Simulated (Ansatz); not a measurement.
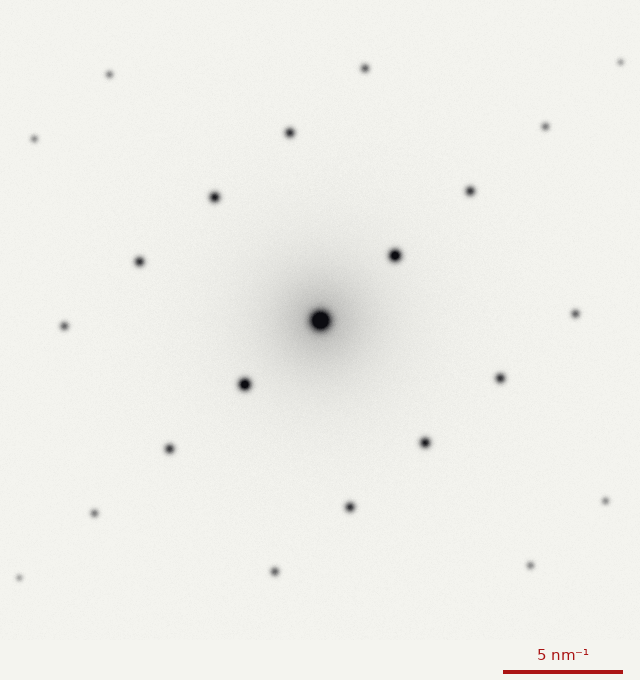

Simulated selected-area electron diffraction pattern (200 kV, kinematic approximation, thin crystal, B = 1 Å² for all atoms).

Phase: Ag, space group Fm-3m (No. 225), a = 4.15 Å. Structure: the input geometry of an electronic-structure calculation (not necessarily at equilibrium).

```
atom  site  symmetry       x       y       z
  Ag    4a      m-3m  0.0000  0.0000  0.0000
```

> Which low-index zone axis gives this pattern?

The spots form a rectangular net whose two shortest vectors correspond to d = 2.39 Å and 1.47 Å, 90.0° apart. They index as -1 1 1 and 0 -2 2, so the zone axis is [211] (or an equivalent direction of <211>).
